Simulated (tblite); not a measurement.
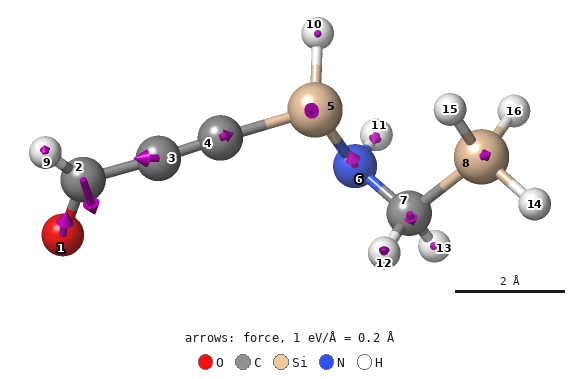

Starting geometry of C4H8NOSi2 (multiplicity 2) with the computed forces as purple arrows. A ball-and-stick model, seen at a tilt.

Computed with GFN2-xTB geometry optimisation, gas phase in tblite 0.8.0. 

Q: Is this structure relaxed? If not, where do the atoms go?

A: It isn't relaxed: the largest force vector, on C2, is 4.32 eV/Å. The final displacements have little in common with the starting forces (cosine between the two patterns 0.13). O1 moves most after the best rigid fit: 2.41 Å. By element the largest moves are O 2.41 Å, H 1.85 Å, Si 1.51 Å, C 1.03 Å, N 0.87 Å. Near-neighbour distances that change, for instance: Si5–Si8 3.182 → 3.974 Å, Si5–N6 1.791 → 1.699 Å, C2–C3 1.445 → 1.391 Å, C4–Si5 1.828 → 1.775 Å. Among the angles between lasting bonds that change: C4–Si5–H10 109.7° → 127.5°, Si5–N6–C7 108.9° → 125.3°, C4–Si5–N6 108.5° → 122.3°. After 250 geometry steps the energy has fallen by 99.3 kJ/mol.
